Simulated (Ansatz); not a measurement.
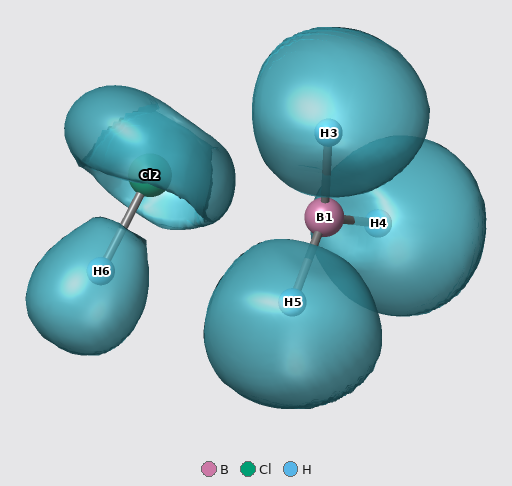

BH3···HCl. Isosurface of the electron localisation function at 0.85 (cyan), seen at a tilt. Only the valence region is drawn (cores and ρ < 0.01 e/Å³ removed).

Computed with Ansatz, RKS PBE0-D4/def2-mTZVP.

Input file:

```
crystal:
  periodic: [false, false, false]
  atoms:
    - { symbol: B, position_ang: [0.016814, -0.377363, -0.402957] }
    - { symbol: Cl, position_ang: [0.021089, -0.016825, 2.631564] }
    - { symbol: H, position_ang: [1.048838, 0.17822, -0.616097] }
    - { symbol: H, position_ang: [-1.038212, 0.134643, -0.61239] }
    - { symbol: H, position_ang: [0.040505, -1.494123, 0.018146] }
    - { symbol: H, position_ang: [0.028766, -1.095151, 1.838034] }
basis:
  gaussian: { orbitals: def2-mTZVP }
hamiltonian:
  xc: pbe0
  dispersion: d4
relax:
  f_tol: 0.03
  max_steps: 50
output:
  orbitals: {}
```

Launched as:

```sh
ansatz run input.yaml --threads 1 --pin off --max-ram 2048MiB --backend cpu --events-out ev --progress --plain --runs-dir out
```

The fields are those of the run's last geometry, not of the input's.

Question: Identify the bonds, lone pairs and shells in this picture.

Answer: The ELF exceeds this value in four regions around hydrogen nuclei and one region wrapped around Cl (its lone pairs, merged into a ring or cap). Along the contacts the grid gives the following. B1···Cl2 (2.36 Å): the ELF peaks at about 0.90 in the valence shell of Cl, 0.9 Å from its nucleus, and is about 0.65 at the midpoint. B–H (1.19 Å): the ELF climbs to about 1 towards the hydrogen, as it does in any bond to H (an ordinary covalent bond to hydrogen).
